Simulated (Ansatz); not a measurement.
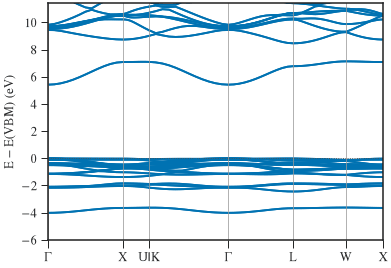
Figure: Band structure from DFT-PBEsol with spin–orbit coupling in the program Ansatz with PAW potentials

**Question.** Read off the gap and where the band edges lie.

**Answer.** About 5.4 eV (5.42 eV by a search for the band edges); maximum at Γ, minimum at Γ.

The material is K$_{2}$NaInF$_{6}$ in space group Fm-3m (No. 225; K on 8c, Na on 4b, In on 4a, F on 24e).

The workflow started from a Materials Project entry (that database holds measured and hypothetical structures alike); the Crystallography Open Database copy checked does not list it. Its standing as an ambient phase is unchecked. The cell was relaxed with PBEsol under the symmetry of its start; its stability against distortions is not shown here.

Potentials: the later of the program's two PAW sets.
